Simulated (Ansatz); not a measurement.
**PF3 (SMILES FP(F)F): levels of theory compared**

Aim: a comparison of 6 runs (B2PLYP/STO-3G, BHLYP/STO-3G, CAM-B3LYP/STO-3G, r2SCAN0/STO-3G, wB97X/STO-3G, UMP2/STO-3G) of PF3. 

The calculation is run with Ansatz 0.2.0.

42 further runs of the same task are left out: 7 that didn't finish, 35 set aside as unsound or not needed.

**1. Starting point**

PF3 has 4 atoms, charge 0, and is taken as a singlet. SMILES: `FP(F)F`. The F2–P1 distance was set to 3.194 Å, away from the relaxed value. At this shape a bond of the SMILES string is far longer than usual.

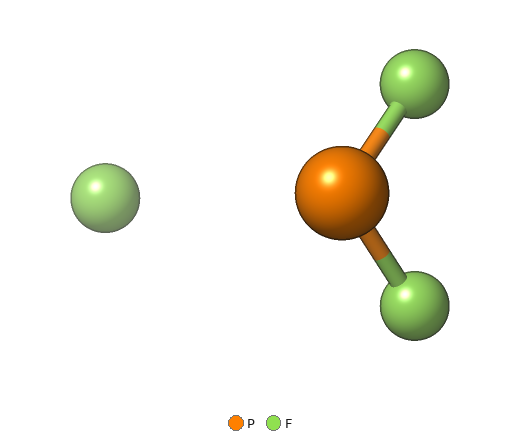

Viewed from a chosen angle; phosphorus orange, fluorine green.

**2. The energy at B2PLYP/STO-3G (run 1)**

File in.yaml:

```yaml
basis:
  gaussian:
    orbitals: STO-3G
crystal:
  periodic: [false, false, false]
  atoms:
    - {symbol: P, position_ang: [-1.358867, 0.039740, 1.487728]}
    - {symbol: F, position_ang: [1.349610, -0.029560, -0.203150]}
    - {symbol: F, position_ang: [-2.002727, 1.214900, 0.617248]}
    - {symbol: F, position_ang: [-2.050737, -1.121130, 0.634488]}
correlation:
  frozen_orbitals: {F: 1, P: 5}
hamiltonian:
  xc: {name: B2PLYP}
accuracy: high
```

Run with:

```sh
$ ansatz run in.yaml --threads 1 --pin off --max-ram 2610MiB --events-out events.jsonl --progress --plain --runs-dir runs
```

The program printed:

```text
Warning: RAYON_NUM_THREADS=1 ignored (pool sized by the plan → 1); use --threads N
Functional definition: B2PLYP
  name "B2PLYP"
  parameter a = 0.53
  parameter c = 0.27
  exchange = (1 - a)*b88_x + a*exact_x
  correlation = (1 - c)*lyp_c + c*(mp2_os + mp2_ss)
417 factors; integrals over basis functions are off by at most 3.4e-8 eV
mean field evaluation 1: about -17184.9063 eV, gradient 2.7e1 eV
mean field evaluation 2: about -17184.9311 eV, gradient 2.7e1 eV
mean field evaluation 4: about -17185.5712 eV, gradient 2.3e1 eV
mean field evaluation 8: about -17192.7063 eV, gradient 1.9e1 eV
mean field evaluation 16: about -17194.8986 eV, gradient 3.5e-6 eV
mean field evaluation 32: about -17194.8947 eV, gradient 5.9e-1 eV
mean field -17194.89855612 eV, -631.9008668166 hartree, gradient 1.6e-8 eV, S^2 0.000000; 2 other end points of the search recorded, 0 dependent functions left out; unrestricted orbitals would lower it
8 core orbitals not correlated: weight in the atoms' cores, before any rotation towards them, 1.000 or more for the frozen orbitals, at most 0.000 for the correlated occupied ones
reference -17194.89856867 eV, -631.9008672776 hartree; 13, 13 occupied and 3, 3 virtual orbitals, 417 factors
second order -11.66249656 eV of doubles, -0.00000000 eV of singles
Total energy: -17198.04744274 eV, -632.0165862653 hartree
```

It took 0.74 s on 1 thread of AMD EPYC 9R45 (Zen 5), shared host.

**3. A single-point energy at BHLYP/STO-3G (run 2)**

File input.yaml:

```yaml
basis:
  gaussian: {orbitals: STO-3G}
crystal:
  periodic: [false, false, false]
  atoms:
    - symbol: P
      position_ang: [-1.358867, 0.039740, 1.487728]
    - symbol: F
      position_ang: [1.349610, -0.029560, -0.203150]
    - symbol: F
      position_ang: [-2.002727, 1.214900, 0.617248]
    - symbol: F
      position_ang: [-2.050737, -1.121130, 0.634488]
hamiltonian: {xc: {name: BHLYP}}
accuracy: high
```

Run with:

```sh
$ ansatz run input.yaml --threads 1 --pin off --max-ram 2610MiB --events-out events.jsonl --progress --plain --runs-dir runs
```

The program printed:

```text
Warning: RAYON_NUM_THREADS=1 ignored (pool sized by the plan → 1); use --threads N
Functional definition: BHLYP
  name "BHLYP"
  parameter a = 0.5
[... 1 set-up line as earlier in the session ...]
  correlation = lyp_c
417 factors; integrals over basis functions are off by at most 3.4e-8 eV
mean field evaluation 1: about -17196.8173 eV, gradient 2.7e1 eV
mean field evaluation 2: about -16828.6397 eV, gradient 2.3e1 eV
mean field evaluation 4: about -17199.3634 eV, gradient 8.5e0 eV
mean field evaluation 8: about -16829.5044 eV, gradient 3.7e1 eV
mean field evaluation 16: about -17206.8867 eV, gradient 9.5e-4 eV
mean field -17206.88667159 eV, -632.3414219342 hartree, gradient 2.6e-8 eV, S^2 0.000000; 2 other end points of the search recorded, 0 dependent functions left out
reference -17206.88668496 eV, -632.3414224254 hartree; 21, 21 occupied and 3, 3 virtual orbitals, 417 factors
Total energy: -17206.88668496 eV, -632.3414224254 hartree
```

It took 0.56 s on 1 thread of AMD EPYC 9R45 (Zen 5), shared host.

Runs 3 to 5 aren't shown in full; the table further down has their settings and results.

**4. The energy at UMP2/STO-3G (run 6)**

File job.yaml:

```yaml
crystal:
  periodic: [false, false, false]
  atoms:
    - symbol: P
      position_ang: [-1.358867, 0.039740, 1.487728]
    - symbol: F
      position_ang: [1.349610, -0.029560, -0.203150]
    - symbol: F
      position_ang: [-2.002727, 1.214900, 0.617248]
    - symbol: F
      position_ang: [-2.050737, -1.121130, 0.634488]
basis:
  gaussian:
    orbitals: STO-3G
magnetization:
  spin_polarized: true
  initial_magnetization: 0
correlation:
  method: mp2
  frozen_orbitals: {F: 1, P: 5}
accuracy: high
```

Run with:

```sh
$ ansatz run job.yaml --threads 1 --pin off --max-ram 2610MiB --events-out events.jsonl --progress --plain --runs-dir runs
```

The program printed, cut to the lines that bear on the results:

```text
Warning: RAYON_NUM_THREADS=1 ignored (pool sized by the plan → 1); use --threads N
Functional definition: HF
  name "HF"
[...]
417 factors; integrals over basis functions are off by at most 3.4e-8 eV
[...]
mean field -17169.01722990 eV, -630.9497456209 hartree, gradient 5.0e-9 eV, S^2 1.003149; 12 other end points of the search recorded, 0 dependent functions left out
8 core orbitals not correlated: weight in the atoms' cores, before any rotation towards them, 1.000 or more for the frozen orbitals, at most 0.000 for the correlated occupied ones
reference -17169.01722990 eV, -630.9497456209 hartree; 13, 13 occupied and 3, 3 virtual orbitals, 417 factors
second order -1.56546950 eV of doubles, -0.00000000 eV of singles
Total energy: -17170.58269939 eV, -631.0072755638 hartree
```

Wall time 0.58 s (1 thread of AMD EPYC 9R45 (Zen 5), shared host).

**5. Overview of the runs**

```tsv
run	level	frozen core orbitals	energy (Eh)	wall time
1	B2PLYP/STO-3G	8	-632.016586	0.74 s
2	BHLYP/STO-3G	–	-632.341422	0.56 s
3	CAM-B3LYP/STO-3G	–	-632.297725	0.68 s
4	r2SCAN0/STO-3G	–	-632.342066	1.4 s
5	wB97X/STO-3G	–	-632.380686	2 s
6	UMP2/STO-3G	8	-631.007276	0.58 s
```

**6. Summary of results**

```
                                          quantity          value
                               run 6: total energy  -631.00728 Eh
run 6: correlation energy (8 core orbitals frozen)      -57.5 mEh
          run 6: ⟨S²⟩ of the reference determinant          1.003
```

What this shows: Totals of different functionals can't be ranked against each other. In run 1 the log says that unrestricted orbitals would lower the reference, so the values rest on an unstable closed-shell determinant (other closed-shell runs at this shape may share the fault). In runs 1, 2, 3, 4, 5, 6 the basis is minimal, so the values are rough. In runs 1, 2, 3, 4, 5 a closed-shell determinant meets a far-stretched bond, which it describes badly. Spin contamination of the reference: run 6 ⟨S²⟩ = 1.00. Where it is this large, the reference is a mixture of spin states, and values that rest on it are in doubt. All runs together took 6 s, the longest 2 s.
